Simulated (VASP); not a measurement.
Energy against volume of PbS (rock salt). These are vdW-DF2, VASP's PBE PAW potentials (set 64) (plane waves; VASP 6.6.1) values and carry that method's errors.

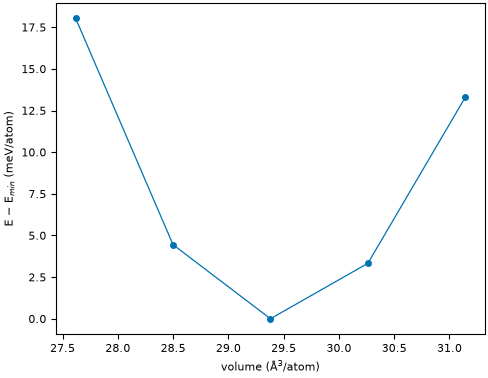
Energy against volume

Task: Estimate the equilibrium volume and the bulk modulus.

Result: The minimum lies near 29.4 Å³/atom, and the curvature gives B0 of about 47 GPa.

Measured: a 5.914 Å at 120 K (computed value off by +4.4 %), as given by Noda, Masumoto, Ohba, Saito, Toriumi, Iwata, Shibuya, Acta Cryst. C 43, 1443 (1987), by a structure database's card. The calculation is for a static lattice, while the measured a holds thermal and zero-point effects, which are part of the difference.

The compound is PbS in the rock salt structure. It was relaxed first, which changed the volume by +12 %.
